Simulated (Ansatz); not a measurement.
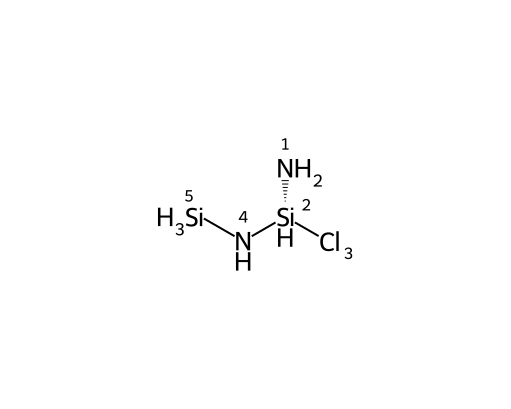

Skeletal drawing with numbered atoms; wedges and dashes mark any stereocentres. The configuration is that of a computed structure (PBE-D4/def2-SVP).

**Assign CIP descriptors.**

Si2: S.
